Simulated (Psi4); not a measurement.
# UBP86/6-31G(d) (spherical functions, sweep point 8) run of SF (Monosulfur monofluoride)

Aim: the vertical electron affinity of SF (Monosulfur monofluoride) at UBP86/6-31G* (spherical functions, sweep point 8), from 2 runs. 

The results are computed with Psi4 1.11.

### Step 1. The structure to begin with

SF has 2 atoms, charge 0, and is taken as a doublet. As SMILES, `F[S]`. Geometry: relaxed at GFN2-xTB.

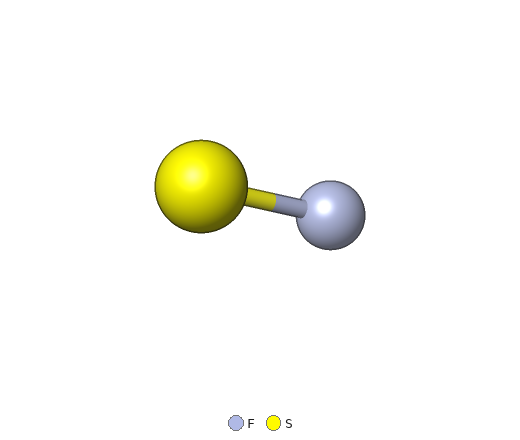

Viewed from a chosen angle; fluorine light blue, sulfur yellow.

### Step 2. The energy at UBP86/6-31G(d) (spherical functions, sweep point 8)

Input file calc.dat:

```
memory 1600 MB

molecule geom {
  0 2
  F      0.000000     0.000000     0.000000
  S      0.000000     0.000000     1.626530
  symmetry c1
}

set basis 6-31G*
set reference uks
set puream true
set scf_type pk
set dft_radial_points 99
set dft_spherical_points 590
set maxiter 150

energy("bp86")
```

Run with:

```
$ psi4 -i calc.dat -o calc.out -n 1
```

calc.out:

```text
[...]
  Running in c1 symmetry.
[...]
  Nuclear repulsion =   46.849131793744959
[...]
  Multiplicity = 2
[...]
  Nalpha       = 13
  Nbeta        = 12
[...]
    Number of basis functions: 32
[...]
   @UKS iter   1:  -497.94890255314010   -1.90135e-01   6.78341e-03 ADIIS/DIIS
[...]
   @UKS iter   8:  -497.96840818347027   -1.09068e-08   6.88243e-07 DIIS
[...]
   @S^2 Observed:                7.515592996E-01
[...]
    Orbital Energies [Eh]
    ---------------------
    Alpha Occupied:
       1A    -88.185412     2A    -24.339657     3A     -7.756786
       4A     -5.783858     5A     -5.781412     6A     -5.763459
       7A     -1.130158     8A     -0.657703     9A     -0.449349
      10A     -0.423247    11A     -0.402384    12A     -0.260390
      13A     -0.220700
    Alpha Virtual:
      14A     -0.097426    15A      0.224422    16A      0.292836
      17A      0.313448    18A      0.315685    19A      0.597305
      20A      0.632333    21A      0.650889    22A      0.652459
      23A      0.805063    24A      1.161532    25A      1.168636
[...]
  @UKS Final Energy:  -497.96840818347027
   => Energetics <=
    Nuclear Repulsion Energy =             46.8491317937449594
    One-Electron Energy =                -781.9975758897983269
    Two-Electron Energy =                 273.3235710568010859
    DFT Exchange-Correlation Energy =     -36.1435351442179709
    Empirical Dispersion Energy =           0.0000000000000000
    VV10 Nonlocal Energy =                  0.0000000000000000
    Total Energy =                       -497.9684081834702738
[...]
 Multipole Moments:
 ------------------------------------------------------------------------------------
     Multipole            Electronic (a.u.)      Nuclear  (a.u.)        Total (a.u.)
 ------------------------------------------------------------------------------------
 L = 1.  Multiply by 2.5417464519 to convert [e a0] to [Debye]
 Dipole X            :         -0.0000000            0.0000000           -0.0000000
 Dipole Y            :          0.0000000            0.0000000            0.0000000
 Dipole Z            :         -0.7096970            0.9784726            0.2687755
 Magnitude           :                                                    0.2687755
[...]
```

Wall time 3.3 s (1 thread of Intel Xeon Platinum 8488C (Sapphire Rapids), shared host); peak memory 0.3 GiB.

### Step 3. The singlet anion, same level

Input file fs.inp:

```
memory 1600 mb

molecule system {
  -1 1
  F      0.000000     0.000000     0.000000
  S      0.000000     0.000000     1.626530
  symmetry c1
}

set puream true
set scf_type pk
set dft_radial_points 99
set dft_spherical_points 590

e = energy('bp86/6-31G*')
```

Run with:

```
$ psi4 fs.inp fs.out -n 1
```

fs.out, shortened:

```text
[...]
  Running in c1 symmetry.
[...]
  Nuclear repulsion =   46.849131793744959
[...]
  Multiplicity = 1
[...]
  Nalpha       = 13
  Nbeta        = 13
[...]
    Number of basis functions: 32
[...]
   @RKS iter   1:  -497.91635808475314   -1.57590e-01   1.30040e-02 DIIS/ADIIS
[...]
   @RKS iter   8:  -498.02288808968967   -2.42687e-09   1.79141e-07 DIIS
[...]
    Orbital Energies [Eh]
    ---------------------
    Doubly Occupied:
       1A    -87.826054     2A    -24.005285     3A     -7.397050
       4A     -5.427314     5A     -5.409903     6A     -5.409903
       7A     -0.807844     8A     -0.315956     9A     -0.125209
      10A     -0.093683    11A     -0.093683    12A      0.095786
      13A      0.095786
[...]
  @RKS Final Energy:  -498.02288808968967
   => Energetics <=
    Nuclear Repulsion Energy =             46.8491317937449594
    One-Electron Energy =                -790.3692297402712938
    Two-Electron Energy =                 281.9704820255998357
    DFT Exchange-Correlation Energy =     -36.4732721687631454
    Empirical Dispersion Energy =           0.0000000000000000
    VV10 Nonlocal Energy =                  0.0000000000000000
    Total Energy =                       -498.0228880896896726
[...]
 Multipole Moments:
 ------------------------------------------------------------------------------------
     Multipole            Electronic (a.u.)      Nuclear  (a.u.)        Total (a.u.)
 ------------------------------------------------------------------------------------
 L = 1.  Multiply by 2.5417464519 to convert [e a0] to [Debye]
 Dipole X            :         -0.0000000            0.0000000           -0.0000000
 Dipole Y            :          0.0000000            0.0000000            0.0000000
 Dipole Z            :         -1.5068655            0.9784726           -0.5283929
 Magnitude           :                                                    0.5283929
[...]
```

It took 2.9 s on 1 thread of Intel Xeon Platinum 8488C (Sapphire Rapids), shared host; peak memory 0.3 GiB.

### Step 4. Summary of results

Level: UBP86/6-31G* (spherical functions, sweep point 8).

| quantity | value |
| --- | --- |
| doublet SF: total energy | -497.96841 Eh |
| doublet SF: dipole moment | 0.68 D |
| doublet SF: HOMO energy (highest over α and β) | -5.71 eV |
| doublet SF: LUMO energy (lowest over α and β) | -5.54 eV |
| doublet SF: ⟨S²⟩ | 0.752 |
| singlet anion: total energy | -498.02289 Eh |
| singlet anion: HOMO energy | 2.61 eV |
| singlet anion: LUMO energy | 5.87 eV |
| singlet anion: HOMO–LUMO gap (to an unbound level, set by the basis) | 3.26 eV |
| vertical electron affinity (to the singlet anion) | 1.482 eV |

**Reading.** At fixed nuclei the extra electron is bound by 1.48 eV (34 kcal/mol). The basis has no diffuse functions, so the error can be as large as this value. The HOMO (singlet anion) lies at positive energy, 2.61 eV, as semi-local functionals often give for anions; only total energies tell whether the electron is bound.
